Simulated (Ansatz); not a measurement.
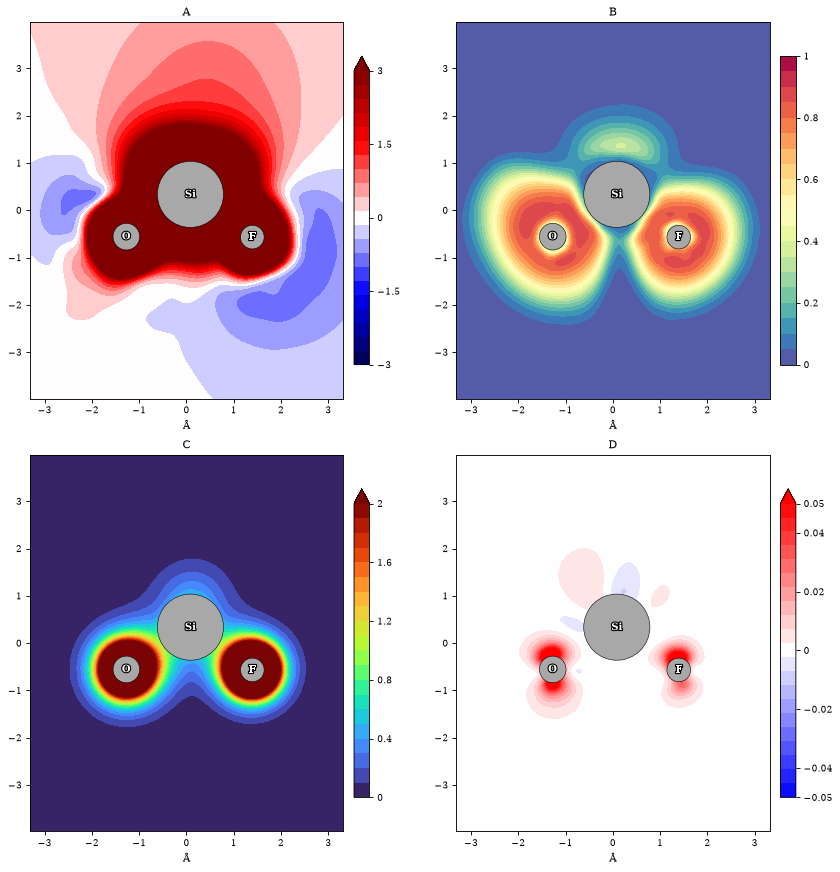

FH$_{3}$NOSi (doublet): 4 fields on the plane of atoms O3, Si2 and F4, with unlabelled colour scales. Grey discs cover the atomic cores.

Geometry: PBE0-D4/def2-TZVP.

These are results of Ansatz, UKS PBE0-D4/def2-TZVPP, not measurements.

**The panels show electron density, electron localisation function, electrostatic potential and spin density in some order. Assign them.**

Panel A: electrostatic potential (strongly positive close to the atoms, with negative regions outside electron-rich atoms). Panel B: electron localisation function. Panel C: electron density. Panel D: spin density (confined to the atoms that carry the unpaired spin). From the grid: Si–F (1.59 Å): ρ is about 1.2 e/Å³ halfway; the ELF peaks at about 0.85 in the valence shell of F, 0.6 Å from its nucleus, and is about 0.55 at the midpoint. Si–O (1.62 Å): ρ is about 1.3 e/Å³ halfway; the ELF peaks at about 0.90 between the atoms, as expected for a polar covalent bond.
